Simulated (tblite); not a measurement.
**C3H8NOSi: geometry relaxation (part 2 of 2)**

Continued. System: C3H8NOSi, multiplicity 2. Method: GFN2-xTB geometry optimisation, gas phase (tblite 0.8.0). It belongs to a series of runs on one base structure; here: H removed from sp2 C.

Geometry of the input (Å):
```
C  2.7160  0.1383  -0.1148
N  1.7246  -0.2400  -1.1453
C  0.7153  -0.6421  -0.7056
Si -0.9570  -1.2410  -0.0606
O  -1.7190  -0.1381  0.9401
C  -2.1115  1.1048  0.3644
H  2.9805  -0.7057  0.5189
H  2.3378  0.9622  0.5183
H  3.6238  0.4900  -0.6066
H  -0.7726  -2.5009  0.7292
H  -1.8740  -1.5584  -1.1827
H  -2.6171  1.6846  1.1447
H  -2.8157  0.9660  -0.4510
H  -1.2317  1.6796  0.0288
```

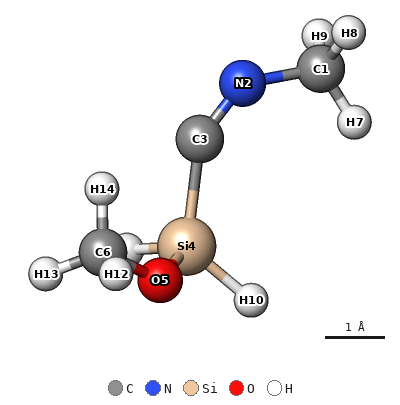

Figure 1. The geometry at step 85 of the log (ball-and-stick view, seen at a tilt; atoms are numbered from 1 in the order of the input).

### Trajectory as extended XYZ, continued
```
14
Properties=species:S:1:pos:R:3:forces:R:3 step=46 energy=-521.59015
C     2.6753    0.0801   -0.0671    0.0040   0.0050  -0.0080
N     1.5412    0.1950   -0.9290   -0.0050  -0.0120   0.0140
C     0.4281   -0.2753   -0.9924    0.0050  -0.0020  -0.0020
Si   -0.8689   -1.2888   -0.1110   -0.0150  -0.0050   0.0000
O    -1.7372   -0.1962    0.7285    0.0060   0.0050   0.0090
C    -2.1115    1.0871    0.3435   -0.0160   0.0030  -0.0070
H     2.7019   -0.8811    0.4569   -0.0070   0.0250  -0.0110
H     2.6228    0.8881    0.6646    0.0390  -0.0080   0.0020
H     3.5763    0.2091   -0.6661    0.0160  -0.0200   0.0000
H    -0.5639   -2.1875    1.0012   -0.0160  -0.0040  -0.0080
H    -1.6221   -1.9309   -1.1927    0.0340   0.0150  -0.0010
H    -2.5567    1.5820    1.2077   -0.0040   0.0160   0.0030
H    -2.8414    1.0579   -0.4688   -0.0370  -0.0260  -0.0050
H    -1.2447    1.6600    0.0024   -0.0020   0.0080   0.0140
14
Properties=species:S:1:pos:R:3:forces:R:3 step=54 energy=-521.59930
C     2.7074    0.0504   -0.0759    0.0550  -0.0740   0.0170
N     1.5468    0.2899   -0.8704    0.0040   0.0250   0.0100
C     0.4239   -0.1568   -0.9213    0.0030   0.0470  -0.0070
Si   -0.8384   -1.2481   -0.0862   -0.0570   0.0970  -0.1180
O    -1.7816   -0.2062    0.7375    0.0120   0.0210  -0.0450
C    -2.1818    1.0652    0.3325   -0.0140   0.0010   0.0280
H     2.6315   -0.8987    0.4632    0.0410  -0.0280   0.0530
H     2.8162    0.8642    0.6424    0.0050   0.0220  -0.0550
H     3.5770    0.0369   -0.7315    0.0350   0.0280  -0.0020
H    -0.5362   -2.1389    1.0267   -0.0060  -0.0830   0.0170
H    -1.4943   -1.8741   -1.2404   -0.0070  -0.0500   0.0770
H    -2.6045    1.5728    1.2013   -0.0230   0.0230  -0.0290
H    -2.9385    1.0029   -0.4561    0.0380   0.0070   0.0490
H    -1.3282    1.6400   -0.0439   -0.0850  -0.0350   0.0060
14
Properties=species:S:1:pos:R:3:forces:R:3 step=62 energy=-521.62006
C     2.8243    0.0044   -0.0875    0.0540   0.1120   0.0110
N     1.6211    0.3186   -0.7893    0.0270  -0.0240   0.0230
C     0.4709   -0.0547   -0.8068    0.0630  -0.0460   0.0400
Si   -0.8330   -1.1752   -0.0758    0.0240   0.0340   0.0120
O    -1.8088   -0.1848    0.7734   -0.0480   0.0090  -0.0740
C    -2.3101    1.0394    0.3367    0.0170   0.0180  -0.0120
H     2.7190   -0.8806    0.5524    0.0210   0.0430  -0.0700
H     3.0816    0.8731    0.5268    0.0000  -0.1040  -0.0410
H     3.6254   -0.1421   -0.8183   -0.1170  -0.0330   0.0800
H    -0.6294   -2.1639    0.9822    0.0340   0.0250  -0.0150
H    -1.4296   -1.7392   -1.2899   -0.0400  -0.0370   0.0010
H    -2.7207    1.5740    1.1946   -0.0220  -0.0400   0.0100
H    -3.0979    0.8908   -0.4093    0.0330   0.0090   0.0550
H    -1.5134    1.6398   -0.1112   -0.0460   0.0330  -0.0190
14
Properties=species:S:1:pos:R:3:forces:R:3 step=70 energy=-521.63210
C     2.9011   -0.0333   -0.0901   -0.0020   0.0250   0.0200
N     1.6786    0.3996   -0.6879   -0.0740  -0.0860   0.0080
C     0.5213    0.0461   -0.6928    0.0360   0.0090  -0.0260
Si   -0.8051   -1.1103   -0.0749    0.0470   0.0350   0.0270
O    -1.8513   -0.1723    0.7445   -0.0150   0.0050  -0.0030
C    -2.4217    1.0273    0.3253   -0.0090  -0.0060  -0.0040
H     2.7546   -0.8659    0.6056   -0.0160  -0.0090   0.0200
H     3.3351    0.8191    0.4369    0.0240  -0.0640  -0.0520
H     3.5779   -0.3432   -0.8875    0.0170   0.0580   0.0190
H    -0.6104   -2.1286    0.9561    0.0200   0.0440   0.0210
H    -1.3389   -1.6776   -1.3156   -0.0030   0.0050  -0.0510
H    -2.8150    1.5457    1.2025    0.0260  -0.0120  -0.0210
H    -3.2437    0.8303   -0.3692    0.0110   0.0240  -0.0060
H    -1.6831    1.6626   -0.1750   -0.0600  -0.0300   0.0470
14
Properties=species:S:1:pos:R:3:forces:R:3 step=77 energy=-521.63540
C     2.9137   -0.0518   -0.0883   -0.0110  -0.0380   0.0040
N     1.6935    0.4177   -0.6595   -0.0060   0.0120  -0.0260
C     0.5303    0.0872   -0.6745   -0.0320  -0.0250  -0.0050
Si   -0.7917   -1.0875   -0.0785    0.0390   0.0260   0.0130
O    -1.8727   -0.1782    0.7267   -0.0190   0.0050  -0.0190
C    -2.4563    1.0187    0.3207   -0.0240   0.0170   0.0050
H     2.7504   -0.8699    0.6215    0.0200  -0.0010   0.0020
H     3.4059    0.7836    0.4094   -0.0200   0.0140   0.0160
H     3.5561   -0.3920   -0.9005    0.0230  -0.0170  -0.0100
H    -0.5703   -2.0841    0.9682   -0.0030   0.0180  -0.0080
H    -1.3004   -1.6657   -1.3279    0.0230   0.0160   0.0030
H    -2.8400    1.5295    1.2047    0.0020   0.0130   0.0370
H    -3.2892    0.8285   -0.3625    0.0250  -0.0270  -0.0210
H    -1.7299    1.6634   -0.1816   -0.0180  -0.0130   0.0090
14
Properties=species:S:1:pos:R:3:forces:R:3 step=85 energy=-521.63767
C     2.9336   -0.0761   -0.0948    0.0010  -0.0180   0.0000
N     1.7203    0.4242   -0.6549   -0.0030   0.0020  -0.0050
C     0.5481    0.1255   -0.6540   -0.0070  -0.0060  -0.0010
Si   -0.7754   -1.0519   -0.0729    0.0170   0.0000   0.0080
O    -1.8935   -0.1750    0.7146    0.0100   0.0020  -0.0050
C    -2.5015    1.0140    0.3228   -0.0010  -0.0050  -0.0030
H     2.7609   -0.8763    0.6332   -0.0110   0.0020  -0.0070
H     3.4562    0.7539    0.3804    0.0040   0.0060   0.0130
H     3.5530   -0.4517   -0.9096    0.0140   0.0000  -0.0070
H    -0.5636   -2.0451    0.9772    0.0080  -0.0060   0.0020
H    -1.2307   -1.6351   -1.3407   -0.0090   0.0070   0.0080
H    -2.8798    1.5145    1.2161   -0.0110  -0.0010  -0.0100
H    -3.3362    0.8075   -0.3532    0.0010   0.0060   0.0000
H    -1.7920    1.6711   -0.1863   -0.0130   0.0100   0.0070
14
Properties=species:S:1:pos:R:3:forces:R:3 step=93 energy=-521.63848
C     2.9290   -0.0801   -0.0977    0.0100  -0.0140  -0.0010
N     1.7239    0.4186   -0.6771   -0.0070  -0.0040   0.0090
C     0.5502    0.1252   -0.6729   -0.0080  -0.0120   0.0190
Si   -0.7666   -1.0489   -0.0655   -0.0020   0.0080  -0.0100
O    -1.8882   -0.1702    0.7144    0.0000   0.0100   0.0070
C    -2.5024    1.0163    0.3229    0.0050  -0.0050   0.0010
H     2.7445   -0.8902    0.6168   -0.0010   0.0080  -0.0110
H     3.4365    0.7470    0.3991   -0.0050   0.0020   0.0100
H     3.5692   -0.4408   -0.9032    0.0080  -0.0030  -0.0070
H    -0.5488   -2.0397    0.9881    0.0040   0.0290  -0.0130
H    -1.2310   -1.6381   -1.3263   -0.0080  -0.0140  -0.0080
H    -2.8942    1.5071    1.2161    0.0000   0.0030  -0.0120
H    -3.3305    0.8115   -0.3625    0.0250  -0.0160   0.0040
H    -1.7921    1.6818   -0.1744   -0.0200   0.0070   0.0110
14
Properties=species:S:1:pos:R:3:forces:R:3 step=101 energy=-521.64053
C     2.9340   -0.0936   -0.1039    0.0110  -0.0020   0.0030
N     1.7394    0.3892   -0.7185   -0.0030   0.0110   0.0010
C     0.5634    0.1043   -0.7152   -0.0090  -0.0030   0.0010
Si   -0.7630   -1.0359   -0.0684    0.0140   0.0010   0.0120
O    -1.8590   -0.1386    0.7261    0.0070   0.0100  -0.0120
C    -2.5118    1.0240    0.3294   -0.0020   0.0060  -0.0060
H     2.7422   -0.9295    0.5778    0.0070  -0.0030  -0.0120
H     3.3907    0.7324    0.4431    0.0010  -0.0120  -0.0100
H     3.6214   -0.4073   -0.8911   -0.0190   0.0070   0.0170
H    -0.5196   -1.9972    1.0050   -0.0010  -0.0050   0.0040
H    -1.2600   -1.6571   -1.3009   -0.0080   0.0100  -0.0030
H    -2.9519    1.4835    1.2162   -0.0140   0.0070  -0.0040
H    -3.3067    0.7950   -0.3863    0.0040  -0.0180   0.0040
H    -1.8197    1.7304   -0.1356    0.0120  -0.0090   0.0070
14
Properties=species:S:1:pos:R:3:forces:R:3 step=108 energy=-521.64107
C     2.9462   -0.1015   -0.1072    0.0080  -0.0030   0.0010
N     1.7509    0.3851   -0.7182    0.0180   0.0010  -0.0010
C     0.5742    0.1038   -0.7115   -0.0140   0.0080  -0.0020
Si   -0.7600   -1.0252   -0.0634    0.0050   0.0170   0.0080
O    -1.8486   -0.1219    0.7346    0.0050  -0.0150   0.0170
C    -2.5268    1.0228    0.3294   -0.0020  -0.0020   0.0000
H     2.7565   -0.9415    0.5704    0.0010   0.0090  -0.0070
H     3.4036    0.7228    0.4413    0.0020  -0.0130   0.0050
H     3.6338   -0.4118   -0.8951   -0.0210   0.0070  -0.0020
H    -0.5161   -1.9901    1.0072   -0.0110   0.0020  -0.0030
H    -1.2695   -1.6322   -1.2979   -0.0050  -0.0070   0.0000
H    -2.9879    1.4745    1.2095    0.0000   0.0010   0.0080
H    -3.3099    0.7710   -0.3910    0.0040  -0.0100  -0.0190
H    -1.8471    1.7439   -0.1301    0.0090   0.0050  -0.0080
14
Properties=species:S:1:pos:R:3:forces:R:3 step=116 energy=-521.64231
C     2.9535   -0.1255   -0.1160    0.0010   0.0020   0.0020
N     1.7675    0.4154   -0.6986    0.0010   0.0000   0.0010
C     0.5846    0.1593   -0.6875   -0.0010  -0.0010   0.0010
Si   -0.7394   -0.9873   -0.0463    0.0010  -0.0020   0.0040
O    -1.8402   -0.1023    0.7549   -0.0070  -0.0020   0.0000
C    -2.5536    1.0113    0.3229   -0.0010   0.0000  -0.0020
H     2.7410   -0.9713    0.5468    0.0040  -0.0080  -0.0010
H     3.4505    0.6676    0.4432    0.0020   0.0040   0.0000
H     3.6153   -0.4452   -0.9213   -0.0010   0.0030  -0.0060
H    -0.4846   -1.9550    1.0186   -0.0040   0.0010   0.0010
H    -1.2442   -1.5948   -1.2828    0.0030  -0.0020   0.0020
H    -3.0505    1.4538    1.1883    0.0010  -0.0020  -0.0060
H    -3.3088    0.7210   -0.4132    0.0020   0.0010   0.0010
H    -1.8916    1.7525   -0.1313    0.0020   0.0050   0.0050
```

### Results in brief

```csv
quantity,value
outcome,converged
total energy,−521.6423 eV
hardware,"1 CPU thread, shared host"
wall time,0.53 s
peak memory,0.18 GiB
```
